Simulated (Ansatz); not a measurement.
**Nudged elastic band, with input and output: BSiH5Cl2 (part 2 of 2)**

The same run, continued: BSiH5Cl2; RHF/cc-pVDZ (Ansatz 0.2.0). One setting was made poor on purpose. It belongs to a series of runs on one base structure; here: band between the two ends.

Geometry of the input (Å):
```
B  -0.0795  -1.3505  -0.1446
Cl -0.4146  -2.4046  1.2163
Cl 1.5733  -1.0170  -0.6319
H  -0.9759  -0.8569  -0.7427
Si 0.6011  3.3141  1.2279
H  2.0174  3.5097  1.6279
H  0.4963  3.3160  -0.2543
H  -0.2311  4.4095  1.7846
H  0.1146  2.0120  1.7536
```

Log, continued:
```
NEB iter  52: max|band force component| = 3.744e-1 eV/Å  barrier→ = 2.7959 eV  barrier← = 1.6223 eV  CI = image 4  Δτ_max = 0.0250 Å  (172 SCF iters)
NEB iter  53: max|band force component| = 4.830e-1 eV/Å  barrier→ = 2.7959 eV  barrier← = 1.6223 eV  CI = image 4  Δτ_max = 0.0125 Å  (172 SCF iters)
NEB iter  54: max|band force component| = 3.566e-1 eV/Å  barrier→ = 2.7959 eV  barrier← = 1.6223 eV  CI = image 4  Δτ_max = 0.0125 Å  (172 SCF iters)
NEB iter  55: max|band force component| = 7.227e-2 eV/Å  barrier→ = 2.7959 eV  barrier← = 1.6223 eV  CI = image 4  Δτ_max = 0.0250 Å  (170 SCF iters)
NEB iter  56: max|band force component| = 2.398e-1 eV/Å  barrier→ = 2.7959 eV  barrier← = 1.6223 eV  CI = image 4  Δτ_max = 0.0125 Å  (186 SCF iters)
NEB iter  57: max|band force component| = 1.505e-1 eV/Å  barrier→ = 2.7959 eV  barrier← = 1.6223 eV  CI = image 4  Δτ_max = 0.0125 Å  (179 SCF iters)
NEB iter  58: max|band force component| = 3.751e-1 eV/Å  barrier→ = 2.7959 eV  barrier← = 1.6223 eV  CI = image 4  Δτ_max = 0.0063 Å  (176 SCF iters)
NEB iter  59: max|band force component| = 1.655e-1 eV/Å  barrier→ = 2.7959 eV  barrier← = 1.6223 eV  CI = image 4  Δτ_max = 0.0031 Å  (171 SCF iters)
the calculation of the forces begins
reference -33621.10568635 eV, -1235.5528447696 hartree; 29, 29 occupied and 64, 64 virtual orbitals, 1042 factors
1039 factors; integrals over basis functions are off by at most 1.1e-3 eV
mean field -33619.50523202 eV, -1235.4940291578 hartree, gradient 5.5e-5 eV, S^2 0.000000; 1 other end points of the search recorded, 0 dependent functions left out
the calculation of the forces begins
reference -33619.50523202 eV, -1235.4940291578 hartree; 29, 29 occupied and 64, 64 virtual orbitals, 1039 factors
NEB iter  60: max|band force component| = 4.454e-2 eV/Å  barrier→ = 2.7959 eV  barrier← = 1.6223 eV  CI = image 4  Δτ_max = 0.0000 Å  (469 SCF iters)
```

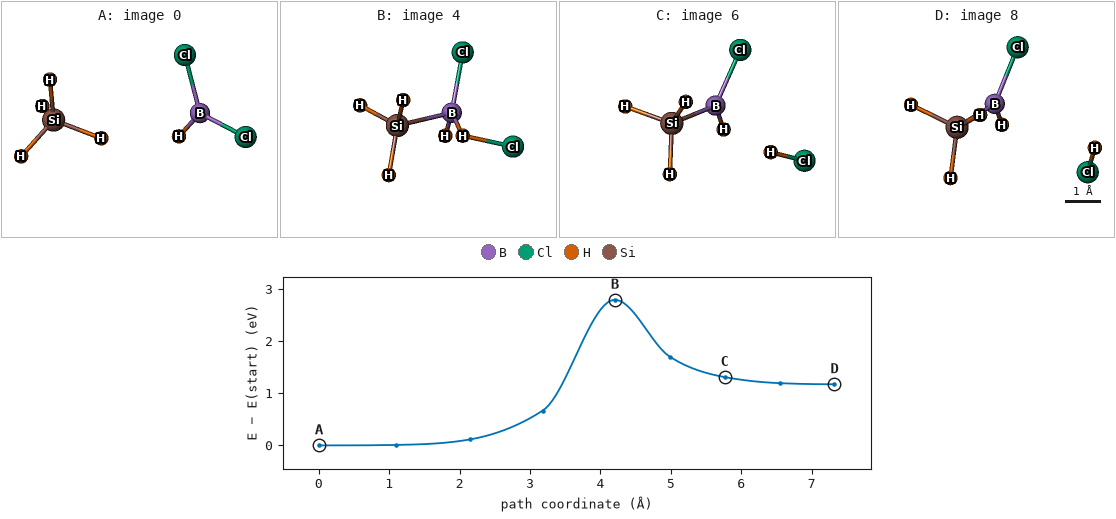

**Figure 1.** Images of the last band (counted from 0; ball-and-stick, seen at a tilt) above the energy along the path; the line is a cubic interpolation that uses the forces. The highest image is number 4, 2.796 eV above the start and 1.622 eV above the end (the climbing image); the end lies 1.174 eV above the start. The path is 7.32 Å long. The band converged in 60 iterations.

```
Total energy: -33619.50523202 eV, -1235.4940291578 hartree
Atom 0 at     0.197594     0.303857     0.157122 Å, force    -0.000000    -0.000009    -0.000004 eV/Å
Atom 1 at    -0.210943    -0.733204     2.077183 Å, force    -0.000002    -0.000002    -0.000001 eV/Å
Atom 2 at     1.703124    -0.354197    -0.546295 Å, force     0.000001     0.000007     0.000006 eV/Å
Atom 3 at    -0.840779     0.187584    -0.401987 Å, force     0.000000     0.000001    -0.000001 eV/Å
Atom 4 at     0.476436     2.384992     0.737563 Å, force    -0.000001     0.000000     0.000001 eV/Å
Atom 5 at     1.720619     2.631211     1.503148 Å, force     0.000001    -0.000001    -0.000003 eV/Å
Atom 6 at     0.584813     2.896220    -0.648956 Å, force    -0.000002     0.000000    -0.000001 eV/Å
Atom 7 at    -0.696769     2.972178     1.429405 Å, force     0.000001     0.000001     0.000002 eV/Å
Atom 8 at     0.167603     0.643660     1.529617 Å, force     0.000002     0.000003    -0.000000 eV/Å
Dipole moment:    -0.105927     0.552100     0.011145 e Å
this run last wrote the band of iteration 60 to [file]
```

The last band as extended XYZ (Å, eV, eV/Å):
```
9
Properties=species:S:1:pos:R:3:forces:R:3 image=0 energy=-33622.30108
B    -0.0795   -1.3505   -0.1446    0.0110   0.0089   0.0022
Cl   -0.4146   -2.4046    1.2163    0.0125   0.0133  -0.0235
Cl    1.5733   -1.0170   -0.6319   -0.0204  -0.0134   0.0163
H    -0.9759   -0.8569   -0.7427   -0.0024  -0.0088   0.0063
Si    0.6011    3.3141    1.2279    0.0099  -0.0165  -0.0213
H     2.0174    3.5097    1.6279    0.0162   0.0032   0.0039
H     0.4963    3.3160   -0.2543   -0.0002   0.0005  -0.0036
H    -0.2311    4.4095    1.7846   -0.0181   0.0289   0.0147
H     0.1146    2.0120    1.7536   -0.0086  -0.0162   0.0050
9
Properties=species:S:1:pos:R:3:forces:R:3 image=1 energy=-33622.29173
B    -0.0363   -0.9888   -0.0559    0.0109  -0.0144  -0.0125
Cl   -0.3907   -1.9948    1.3347   -0.0053  -0.0153   0.0083
Cl    1.5757   -0.9633   -0.7484   -0.0015  -0.0016   0.0002
H    -0.8917   -0.3250   -0.5364   -0.0087  -0.0028  -0.0073
Si    0.5709    3.0445    1.1680    0.0030   0.0086   0.0080
H     1.9187    3.4359    1.6543   -0.0059   0.0052  -0.0017
H     0.5664    3.0037   -0.3173   -0.0002   0.0002   0.0018
H    -0.4414    4.0236    1.6411    0.0074   0.0049   0.0036
H     0.2303    1.6965    1.6967    0.0004   0.0153  -0.0004
9
Properties=species:S:1:pos:R:3:forces:R:3 image=2 energy=-33622.18430
B     0.0022   -0.6359    0.0717   -0.0221  -0.1031  -0.0412
Cl   -0.3352   -1.5444    1.5363   -0.0044  -0.0875  -0.0536
Cl    1.6033   -0.6726   -0.6540   -0.0133  -0.0567  -0.0047
H    -0.8626   -0.0188   -0.4533    0.0008  -0.0658  -0.0138
Si    0.5429    2.7752    1.0626    0.0242   0.0109   0.0068
H     1.8587    3.1626    1.6246    0.0170   0.0930   0.0063
H     0.5665    2.8799   -0.4196   -0.0044   0.0109   0.0359
H    -0.5464    3.6139    1.6139   -0.0034   0.1229   0.0216
H     0.2724    1.3724    1.4546    0.0056   0.0753   0.0426
9
Properties=species:S:1:pos:R:3:forces:R:3 image=3 energy=-33621.63140
B     0.0736   -0.2120    0.2438   -0.1155  -0.5281   0.1181
Cl   -0.2730   -1.1483    1.7395   -0.0369  -0.3649  -0.2613
Cl    1.6613   -0.3959   -0.5567   -0.0297  -0.0708   0.0401
H    -0.8350    0.1952   -0.4035    0.0120  -0.0420   0.0378
Si    0.5051    2.5444    0.9304    0.0171   0.1622   0.1483
H     1.7880    2.8205    1.6049    0.0556   0.2314   0.0463
H     0.5761    2.8215   -0.5221   -0.0296  -0.1160   0.0639
H    -0.6645    3.2026    1.5463    0.0173   0.2456   0.0568
H     0.2701    1.1042    1.2544    0.1096   0.4826  -0.2499
9
Properties=species:S:1:pos:R:3:forces:R:3 image=4 energy=-33619.50523
B     0.1976    0.3039    0.1571    0.0000   0.0000   0.0000
Cl   -0.2109   -0.7332    2.0772    0.0000   0.0000   0.0000
Cl    1.7031   -0.3542   -0.5463    0.0000   0.0000   0.0000
H    -0.8408    0.1876   -0.4020    0.0000   0.0000   0.0000
Si    0.4764    2.3850    0.7376    0.0000   0.0000   0.0000
H     1.7206    2.6312    1.5031    0.0000   0.0000   0.0000
H     0.5848    2.8962   -0.6490    0.0000   0.0000   0.0000
H    -0.6968    2.9722    1.4294    0.0000   0.0000   0.0000
H     0.1676    0.6437    1.5296    0.0000   0.0000   0.0000
9
Properties=species:S:1:pos:R:3:forces:R:3 image=5 energy=-33620.59682
B     0.2467    0.5024   -0.1232    0.0671   0.2504  -0.3628
Cl   -0.2647   -0.7454    2.4107   -0.0684  -0.0593   0.3375
Cl    1.6834   -0.4156   -0.5958   -0.0060  -0.0330  -0.0933
H    -0.8230    0.0846   -0.4339    0.0350  -0.0984  -0.0788
Si    0.4977    2.4182    0.5756    0.0195   0.0381  -0.1583
H     1.7207    2.6107    1.4027   -0.0136  -0.0425  -0.0665
H     0.6201    3.1222   -0.7232    0.0463   0.3093  -0.0382
H    -0.6712    2.9435    1.3381    0.0159  -0.0611  -0.0668
H     0.0919    0.4119    1.9858   -0.0957  -0.3035   0.5273
9
Properties=species:S:1:pos:R:3:forces:R:3 image=6 energy=-33620.98914
B     0.2477    0.5455   -0.3089    0.0035   0.0177  -0.0664
Cl   -0.3780   -0.8056    2.6200   -0.0405  -0.0288   0.0617
Cl    1.6742   -0.4239   -0.7084    0.0030   0.0042  -0.0412
H    -0.8113    0.0641   -0.5678    0.0088  -0.0046  -0.0534
Si    0.4993    2.4411    0.4285   -0.0013   0.0083  -0.0446
H     1.7085    2.5372    1.2950   -0.0083  -0.0257  -0.0272
H     0.6607    3.3398   -0.7457    0.0144   0.0801   0.0006
H    -0.6755    2.8903    1.2286   -0.0061  -0.0225  -0.0330
H     0.1761    0.3438    2.5954    0.0263  -0.0287   0.2034
9
Properties=species:S:1:pos:R:3:forces:R:3 image=7 energy=-33621.10569
B     0.2359    0.5853   -0.4678   -0.0005   0.0027  -0.0135
Cl   -0.4582   -0.6869    2.6763   -0.0071   0.0118   0.0063
Cl    1.6677   -0.3776   -0.8753    0.0002   0.0032  -0.0127
H    -0.8150    0.1062   -0.7660    0.0003   0.0026  -0.0169
Si    0.4738    2.4372    0.3704   -0.0023  -0.0005  -0.0058
H     1.6353    2.4491    1.3044   -0.0069  -0.0069   0.0002
H     0.7300    3.4219   -0.7189    0.0060   0.0062   0.0008
H    -0.7404    2.8637    1.1188   -0.0062  -0.0022  -0.0111
H     0.3727    0.1334    3.1950    0.0165  -0.0170   0.0528
9
Properties=species:S:1:pos:R:3:forces:R:3 image=8 energy=-33621.12753
B     0.2216    0.6405   -0.5517   -0.0124  -0.0069  -0.0093
Cl   -0.5228   -0.4911    2.8693    0.0004   0.0014   0.0000
Cl    1.6739   -0.2952   -0.9554    0.0117  -0.0025   0.0073
H    -0.8140    0.1402   -0.8712   -0.0002   0.0114   0.0043
Si    0.4265    2.4730    0.3356   -0.0132  -0.0076  -0.0059
H     1.4412    2.4105    1.4220    0.0158   0.0034   0.0153
H     0.8952    3.4471   -0.6910    0.0004   0.0032  -0.0091
H    -0.8608    2.9611    0.8988   -0.0042   0.0034  -0.0001
H     0.6407   -0.3539    3.3804    0.0017  -0.0057  -0.0025
```

Results in brief:

```json
{"quantity": "outcome", "value": "converged"}
{"quantity": "barrier, forward", "value": "2.796 eV"}
{"quantity": "barrier, backward", "value": "1.622 eV"}
{"quantity": "hardware", "value": "2 threads of Arm Neoverse V1, 24 GiB of memory available, shared host"}
{"quantity": "wall time", "value": "8.8 min (CPU time 16 min)"}
{"quantity": "peak memory", "value": "0.19 GiB"}
```

Remarks:

A deliberately poor setting: spring. The order of the saddle point was not checked.
